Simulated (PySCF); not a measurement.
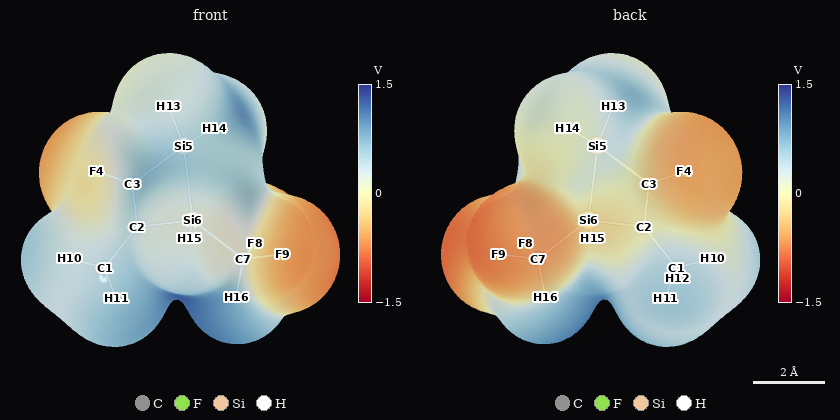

*C4H7F3Si2. The electrostatic potential painted on the density surface at 0.001 e/bohr³, seen from the front and from behind; red is negative and blue positive.*

Geometry: GFN2-xTB.

These are results of PBE0/pcSseg-1, SCF density, gas phase, non-relativistic (PySCF), not measurements.

Input file:

```
{"job": {"kind": "nmr", "xc": "PBE0", "basis": "pcSseg-1"}, "charge": 0, "multiplicity": 1}
C     -1.722196    -1.368083     0.531167
C     -0.850982    -0.166542     0.392800
C     -1.257636     1.091419     0.151084
F     -2.555539     1.435930    -0.008565
Si     0.278528     2.223003     0.072639
Si     1.036476     0.050738     0.524835
C      1.924089    -0.856426    -0.951135
F      1.585272    -0.271715    -2.135870
F      3.276090    -0.713674    -0.835423
H     -2.460439    -1.211256     1.317566
H     -1.136052    -2.251525     0.770448
H     -2.266856    -1.547271    -0.396177
H      0.302685     3.229165     1.138651
H      0.459897     2.894576    -1.215570
H      1.649899    -0.597325     1.692885
H      1.729167    -1.932069    -1.060746
```

Launched as:

```sh
OMP_NUM_THREADS=1 python probes_run.py task.json out
```

> Which sites attract a positive test charge, and which a negative one?

A positive charge is drawn to the negative regions and a negative charge to the positive ones. The most negative region (about −0.9 V, or −21 kcal/mol for a unit charge) lies over F8 and F9, the most positive (about +1.2 V, or +28 kcal/mol for a unit charge) over Si6 and H16.

> How polar is the molecule by this calculation?

Its dipole moment is 1.83 D.
